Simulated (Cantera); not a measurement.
A closed system holds: 1 mol FeS, 0.53 mol H₂S, 1 mol N₂, held at 1.00 bar.

Equilibrium computed with Cantera from the NASA thermochemical tables; the gas is ideal and each condensed phase is pure. Candidate condensed phases: Fe, FeS, FeS₂, S; 16 gas species. FeS: taken at fixed stoichiometry. Gases not in the tables: S₃ to S₇. Equilibrium is a limit: real reactors are often held back by kinetics, nucleation or transport.

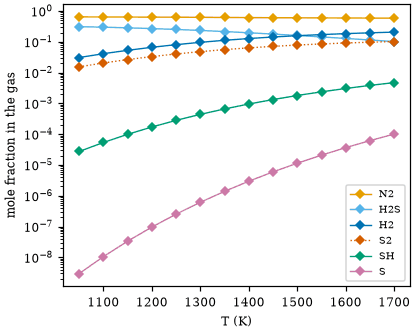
Fig. 1. Equilibrium gas composition (values under 1e-9 drawn at 1e-9)

Read off the mole fractions at 1700 K.

N₂ about 0.59, H₂ about 0.21, S₂ about 0.10, H₂S about 0.10, SH about 0.0047, S about 0.00010.
